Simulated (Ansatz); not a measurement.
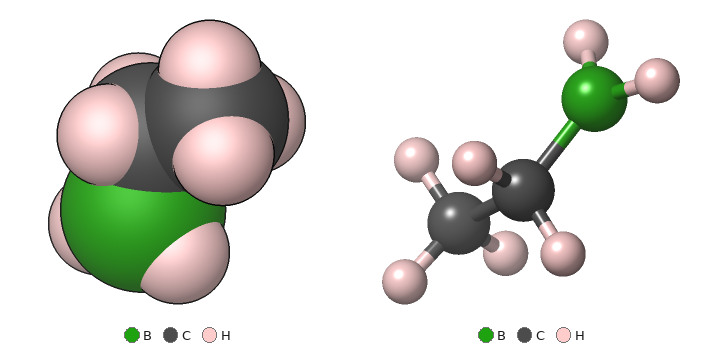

Both panels show the same species.

Computed geometry: PBE0-D4/def2-TZVP optimisation.

Question: What is the molecular formula?

Answer: C₂H₇B, 10 atoms: 2 carbon, 7 hydrogen and 1 boron.

Question: How many bonds of each kind are drawn?

Answer: 5 C–H, 2 B–H, 1 C–B, 1 C–C. Sticks follow a distance rule.

The parts below concern this one geometry. Atoms keep their numbers from picture to picture.

Electronic properties

Level of theory: RKS PBE0-D4/def2-TZVPP (Ansatz 0.2.0).

Predict the main results.

- HOMO energy (Kohn–Sham orbital): −8.78 eV
- LUMO energy (Kohn–Sham orbital): −1.22 eV
- HOMO–LUMO gap: 7.56 eV
- dispersion correction: −10.0 kJ/mol

Vibrations

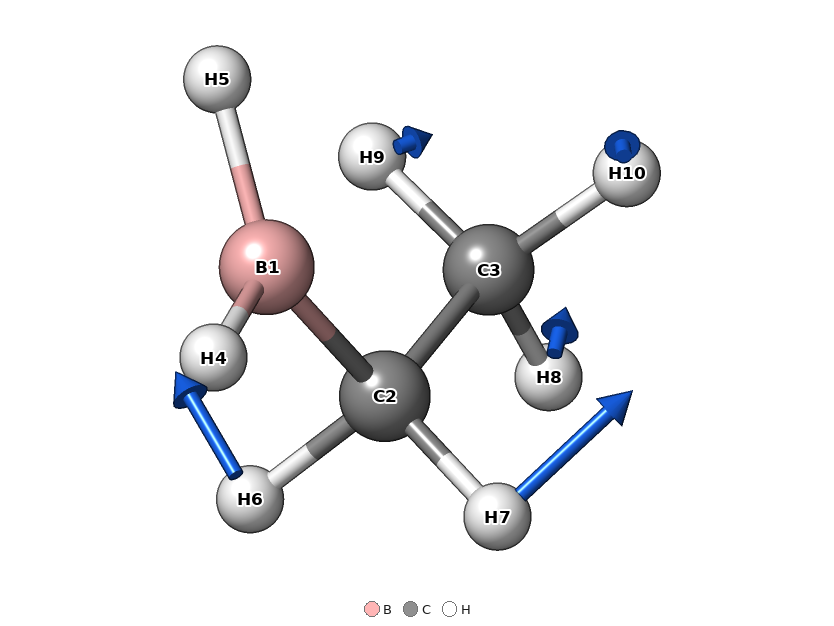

The arrows show one normal mode. Harmonic vibrations computed with RKS PBE0-D4/def2-TZVP (Ansatz 0.2.0) at a stationary point of the same level.

Question: Describe the motion.

Answer: Mostly H–C–H bending.

Question: Estimate its harmonic wavenumber.

Answer: 1398 cm⁻¹; it is mode 14 of 24 counted from the lowest.

Charges

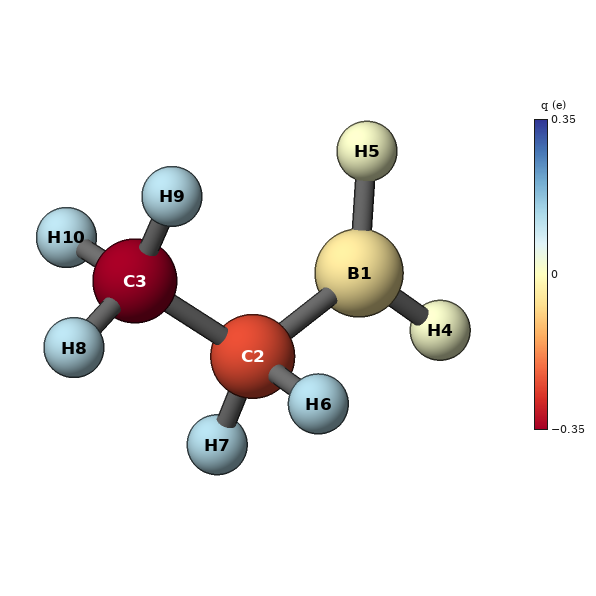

Atoms are coloured by their Mulliken charges. Properties computed with RKS PBE0-D4/def2-TZVP (Ansatz 0.2.0).

List the Mulliken charges.

| atom | value (e) |
| --- | --- |
| B1 | −0.05 |
| C2 | −0.25 |
| C3 | −0.35 |
| H4 | 0.01 |
| H5 | 0.01 |
| H6 | 0.13 |
| H7 | 0.13 |
| H8 | 0.12 |
| H9 | 0.12 |
| H10 | 0.12 |

Mulliken values depend strongly on the basis set and can even reverse the polarity of a bond.
